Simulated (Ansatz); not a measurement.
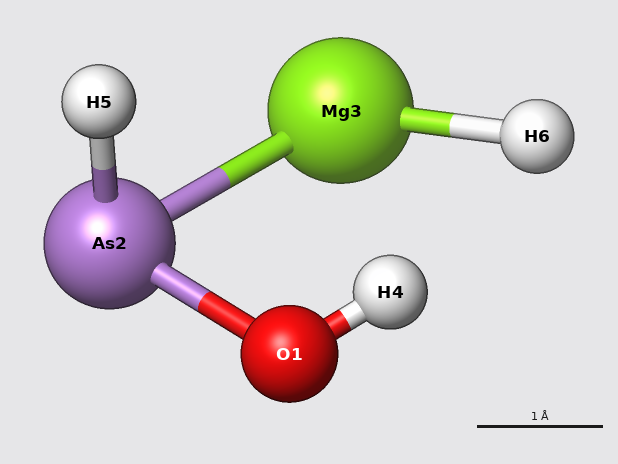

(Drawn from a calculation with Ansatz.)

Orthographic view with a scale bar. Geometry: atoms displaced at random (about 0.05 Å) from a stationary point of GFN2-xTB.

Give an XYZ file in the frame of the picture: x to the right, y up, z towards the viewer, origin at the mean of the atomic positions.

```xyz
6
AsH3MgO
O   -0.04  -1.18   0.70
As  -1.48  -0.30  -0.18
Mg   0.37   0.77  -1.33
H    0.77  -0.69   0.57
H   -1.56   0.84   0.82
H    1.94   0.56  -0.58
```
